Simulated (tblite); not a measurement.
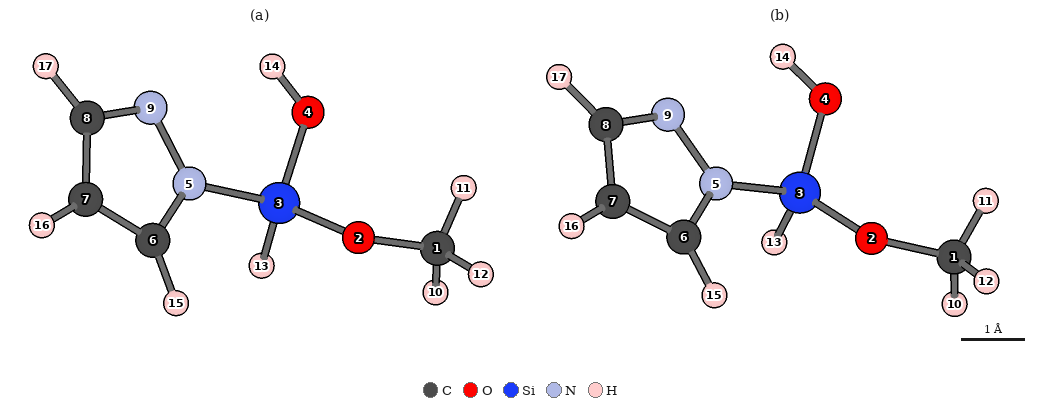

The structure of C4H8N2O2Si before (left) and after (right) a relaxation, at one scale.

Style: ball-and-stick. Shown at a tilt.

Method: GFN2-xTB geometry optimisation, gas phase (tblite). 

### Summarise the run.

The energy falls by 7.22 kcal/mol in 115 geometry steps. H13 moves most after the best rigid fit: 0.43 Å. By element the largest moves are H 0.43 Å, O 0.27 Å, C 0.20 Å, Si 0.19 Å, N 0.15 Å. Some distances before and after: Si3–O4 1.681 → 1.616 Å, O2–Si3 1.674 → 1.611 Å, Si3–H13 1.489 → 1.460 Å, Si3–N5 1.774 → 1.750 Å. Among the angles between lasting bonds that change: C1–O2–Si3 118.3° → 128.2°, Si3–N5–C6 125.1° → 132.1°, O2–Si3–N5 110.5° → 103.6°. Groups turn about Si3–O4 by about 25°.
